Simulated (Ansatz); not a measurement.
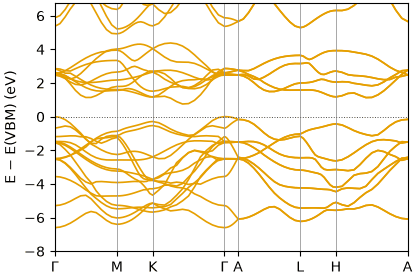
*Band structure from the program Ansatz at the PBE+D3(BJ) level (PAW)*

Read off the gap and where the band edges lie.

About 0.7 eV (0.74 eV by a search for the band edges); maximum at Γ, minimum on the K–Γ line, 45 % of the way from K.

The material is MoSe2 in space group P6_3/mmc (No. 194; Se on 4f, Mo on 2c).

The PBE+D3(BJ) relaxation kept the symmetry of its start; phonons on a q-mesh show no instability. No spin polarisation was allowed. Spin–orbit coupling is left out wherever it is not named.

Potentials: the later of the program's two PAW sets.
